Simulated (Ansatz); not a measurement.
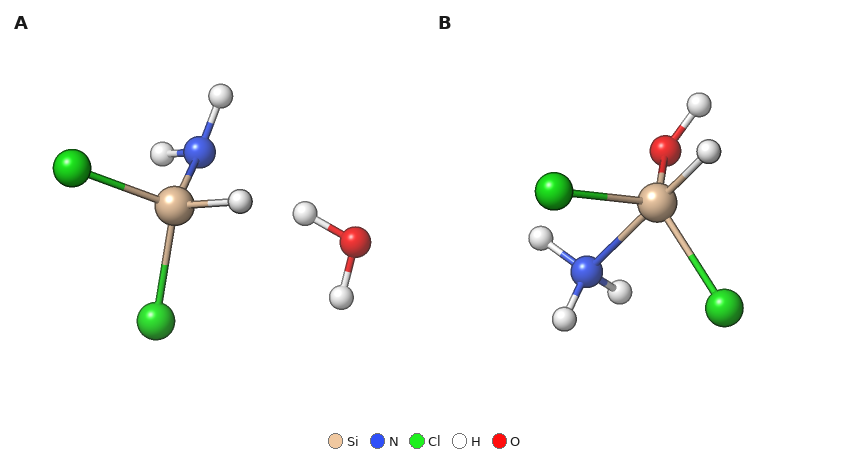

2 stationary structures of one formula. Geometries: PBE0-D4/def2-TZVP. Electronic energies: CCSD(T)/CBS (MP2 limit from def2-TZVPP and def2-QZVPP plus CCSD(T) − MP2) (Ansatz 0.2.0), without zero-point energy. Each is one conformer, not always the lowest.

### Which structure is the most stable?

B is lowest (a minimum); A lies 0.483 eV above it (a minimum).

Give E(B) − E(A) in eV at these levels too: BLYP-D4/def2-TZVPP; CAM-B3LYP-D4/def2-TZVPP; ωB97M-V/def2-TZVPP; RHF-MP2 (frozen core)/def2-QZVPP; B97M-V/def2-TZVPP; PBE-D4/STO-3G; CCSD(T)/CBS (MP2 limit from def2-TZVPP and def2-QZVPP plus CCSD(T) − MP2); B2PLYP (frozen core)/def2-TZVPP.

| level | E(B) − E(A) (eV) |
| --- | --- |
| BLYP-D4/def2-TZVPP | −0.386 |
| CAM-B3LYP-D4/def2-TZVPP | −0.451 |
| ωB97M-V/def2-TZVPP | −0.510 |
| RHF-MP2 (frozen core)/def2-QZVPP | −0.507 |
| B97M-V/def2-TZVPP | −0.545 |
| PBE-D4/STO-3G | −1.123 |
| CCSD(T)/CBS (MP2 limit from def2-TZVPP and def2-QZVPP plus CCSD(T) − MP2) | −0.483 |
| B2PLYP (frozen core)/def2-TZVPP | −0.422 |
